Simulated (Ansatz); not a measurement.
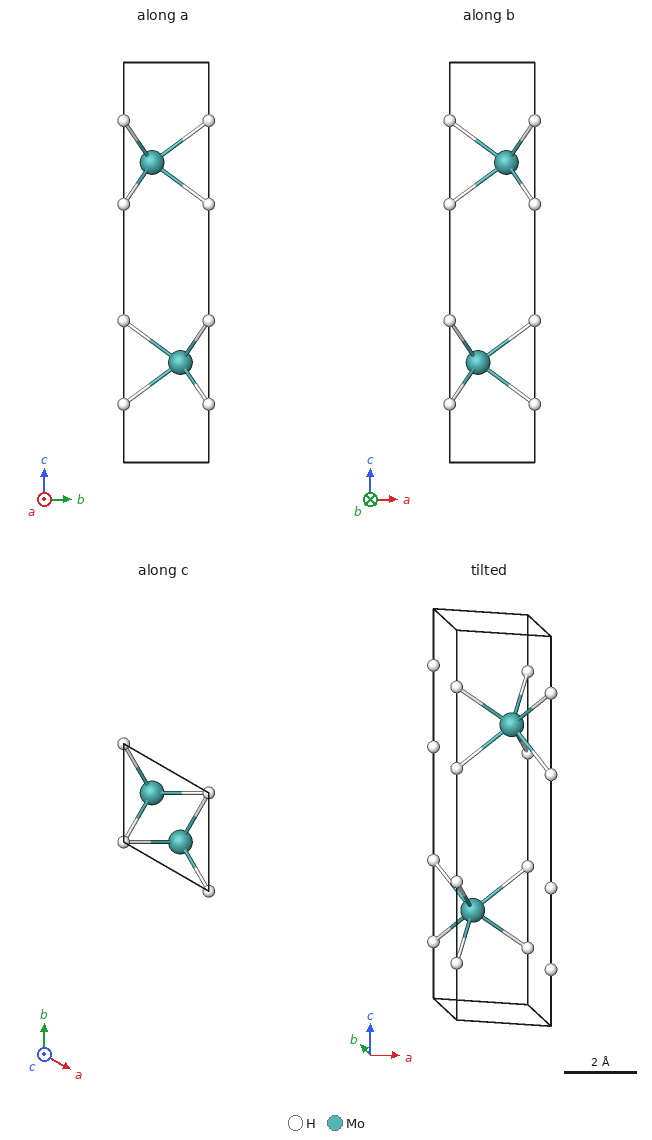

Crystal structure, ball-and-stick style, seen along the a axis, along the b axis, along the c axis and slightly off an axis. The lines enclose the conventional unit cell; boundary atoms appear with their images.

Lattice parameters: a = 2.744 Å, b = 2.744 Å, c = 11.171 Å, α = 90.00°, β = 90.00°, γ = 120.00°. Put a along x and b in the xy plane.

> Turn the picture into a POSCAR file, with free fractional coordinates to two decimals.

```
H Mo
1.0
     2.744    0.000    0.000
    -1.372    2.376    0.000
     0.000    0.000   11.171
H Mo
4 2
Direct
  0.00 0.00 0.65
  0.00 0.00 0.15
  0.00 0.00 0.35
  0.00 0.00 0.85
  0.3333 0.6667 0.25
  0.6667 0.3333 0.75
```

Source of the structure: a random cell made by a generator, so it need not be a real form of the compound. The geometry was optimised with DFT PBE, scalar-relativistic, plane waves, PAW (Ansatz).
